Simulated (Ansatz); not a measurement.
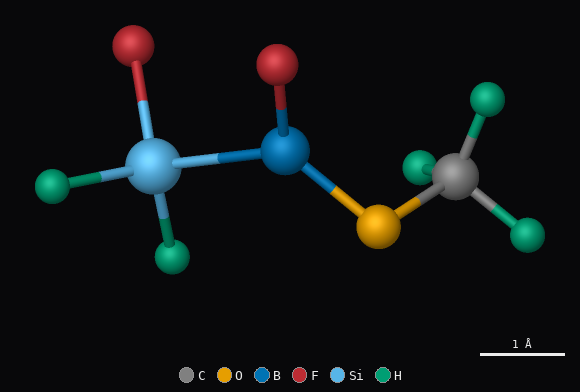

CH₅BF₂OSi (coarse preliminary run), before the relaxation. Style: ball-and-stick. Shown from a free direction.

The start comes from a force field.

Theory: RKS PBE-D4/def2-SVP in Ansatz.

Input
```yaml
crystal:
  periodic: [false, false, false]
  atoms:
    - {symbol: C, position_ang: [-1.424700, -0.979400, -0.583700]}
    - {symbol: O, position_ang: [-1.174600, 0.437600, -0.591300]}
    - {symbol: B, position_ang: [-0.267700, 0.712900, 0.499500]}
    - {symbol: F, position_ang: [-0.667500, 1.067600, 1.817900]}
    - {symbol: Si, position_ang: [1.683000, 0.682900, 0.178900]}
    - {symbol: F, position_ang: [2.401200, -0.443400, 1.196700]}
    - {symbol: H, position_ang: [-0.539300, -1.552100, -0.780400]}
    - {symbol: H, position_ang: [-1.937800, -1.231600, 0.341700]}
    - {symbol: H, position_ang: [-2.178300, -1.116300, -1.383000]}
    - {symbol: H, position_ang: [2.243000, 2.019200, 0.512800]}
    - {symbol: H, position_ang: [1.928100, 0.345500, -1.188400]}
basis:
  gaussian: {orbitals: def2-SVP}
hamiltonian: {xc: pbe, dispersion: d4}
relax: {f_tol: 0.03, max_steps: 200}
```

Run as
```bash
ansatz run in.yaml --threads 4 --pin off --events-out ev --progress --plain --max-ram 10444MiB
```

Q: Where does the relaxation end?

A: The energy falls by 1.141 eV in 27 accepted moves (29 points after the start). Largest force component: 2.7 eV/Å at the start, 0.017 eV/Å at the end. The line search rejected the trial steps at points 18, 28 of the run. The forces were under the threshold at step 23, but the run went on from there. The atom that moves furthest after the best rigid fit is F4 (1.76 Å). Largest moves by element: F 1.76 Å, H 1.46 Å, O 0.74 Å, B 0.43 Å, C 0.35 Å, Si 0.10 Å. Near-neighbour distances that change, for instance: O2–B3 1.445 → 1.348 Å, Si5–H11 1.429 → 1.506 Å, B3–F4 1.423 → 1.346 Å, B3–Si5 1.977 → 2.044 Å. Bond angles that change, for instance: C1–O2–B3 107.0° → 125.2°, O2–B3–Si5 119.6° → 129.3°, O2–B3–F4 124.8° → 116.0°. Groups turn about B3–Si5 by about 120°, O2–B3 by about 90°, C1–O2 by about 65°.

History of the run:

```json
{"step": "0", "E − E(0), eV": "0.0000", "largest force component, eV/Å": "2.6584", "note": ""}
{"step": "1", "E − E(0), eV": "-0.4365", "largest force component, eV/Å": "1.4615", "note": ""}
{"step": "2", "E − E(0), eV": "-0.5520", "largest force component, eV/Å": "1.1246", "note": ""}
{"step": "3", "E − E(0), eV": "-0.6217", "largest force component, eV/Å": "1.1097", "note": ""}
{"step": "4", "E − E(0), eV": "-0.7345", "largest force component, eV/Å": "1.0391", "note": ""}
{"step": "5", "E − E(0), eV": "-0.8295", "largest force component, eV/Å": "1.0199", "note": ""}
{"step": "6", "E − E(0), eV": "-0.9659", "largest force component, eV/Å": "0.6757", "note": ""}
{"step": "7", "E − E(0), eV": "-1.0184", "largest force component, eV/Å": "0.1441", "note": ""}
{"step": "8", "E − E(0), eV": "-1.0214", "largest force component, eV/Å": "0.4344", "note": ""}
{"step": "9", "E − E(0), eV": "-1.0282", "largest force component, eV/Å": "0.2004", "note": ""}
{"step": "10", "E − E(0), eV": "-1.0325", "largest force component, eV/Å": "0.1224", "note": ""}
{"step": "11", "E − E(0), eV": "-1.0389", "largest force component, eV/Å": "0.3215", "note": ""}
{"step": "12", "E − E(0), eV": "-1.0467", "largest force component, eV/Å": "0.4090", "note": ""}
{"step": "13", "E − E(0), eV": "-1.0556", "largest force component, eV/Å": "0.6199", "note": ""}
{"step": "14", "E − E(0), eV": "-1.0715", "largest force component, eV/Å": "0.6518", "note": ""}
{"step": "15", "E − E(0), eV": "-1.0881", "largest force component, eV/Å": "0.5746", "note": ""}
{"step": "16", "E − E(0), eV": "-1.1024", "largest force component, eV/Å": "0.6037", "note": ""}
{"step": "17", "E − E(0), eV": "-1.1193", "largest force component, eV/Å": "0.2815", "note": ""}
{"step": "18", "E − E(0), eV": "-1.1061", "largest force component, eV/Å": "0.5277", "note": "rejected"}
{"step": "19", "E − E(0), eV": "-1.1273", "largest force component, eV/Å": "0.0819", "note": ""}
{"step": "20", "E − E(0), eV": "-1.1306", "largest force component, eV/Å": "0.1235", "note": ""}
{"step": "21", "E − E(0), eV": "-1.1330", "largest force component, eV/Å": "0.1638", "note": ""}
{"step": "22", "E − E(0), eV": "-1.1350", "largest force component, eV/Å": "0.1255", "note": ""}
{"step": "23", "E − E(0), eV": "-1.1372", "largest force component, eV/Å": "0.0261", "note": ""}
{"step": "24", "E − E(0), eV": "-1.1383", "largest force component, eV/Å": "0.0755", "note": ""}
{"step": "25", "E − E(0), eV": "-1.1394", "largest force component, eV/Å": "0.0602", "note": ""}
{"step": "26", "E − E(0), eV": "-1.1403", "largest force component, eV/Å": "0.0414", "note": ""}
{"step": "27", "E − E(0), eV": "-1.1407", "largest force component, eV/Å": "0.0416", "note": ""}
{"step": "28", "E − E(0), eV": "-1.1402", "largest force component, eV/Å": "0.0805", "note": "rejected"}
{"step": "29", "E − E(0), eV": "-1.1409", "largest force component, eV/Å": "0.0171", "note": ""}
```

Final geometry:

```xyz
11

C    -1.3585   -1.1511   -0.2886
O    -1.4484    0.2277    0.0580
B    -0.3979    1.0462    0.2643
F    -0.6951    2.3214    0.5766
Si    1.6019    0.6337    0.1669
F     1.8734   -0.9621   -0.1955
H    -0.3095   -1.5039   -0.3443
H    -1.9068   -1.7451    0.4705
H    -1.8508   -1.3063   -1.2702
H     2.2808    0.9219    1.4796
H     2.2761    1.4603   -0.8964
```

After the run, drawn alike:

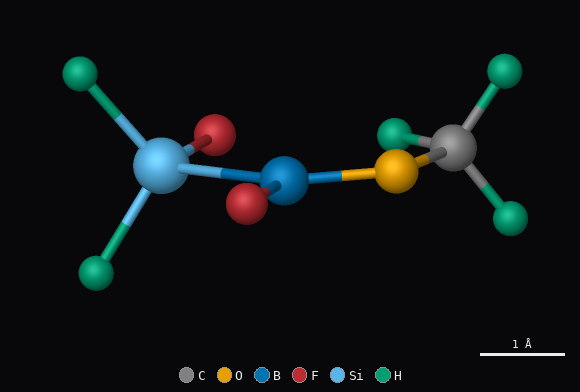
